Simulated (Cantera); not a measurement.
A closed system holds: 1 mol B2H6, 0.44 mol O2, 0.92 mol H2, at 180 Torr.

Equilibrium computed with Cantera from the NASA thermochemical tables; the gas is ideal and each condensed phase is pure. Candidate condensed phases: B, B2O3, B3O3H3, H2O; 23 gas species. The feed counts by its element totals alone. The tables' values for BH2 are old estimates; treat these amounts as uncertain. Gases not in the tables: B2H6 and higher boranes. The numbers say what is thermodynamically allowed, not how fast it happens.

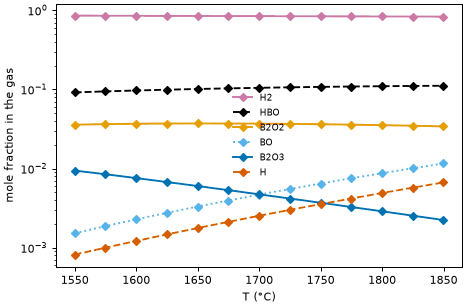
Equilibrium gas composition (values under 1e-9 drawn at 1e-9)

From 1550 °C to 1850 °C the condensed part is B(s). The main B-bearing gas is HBO throughout. The share of B in condensed phases is highest at 1550 °C (58.7 %) and lowest at 1850 °C (56.5 %).
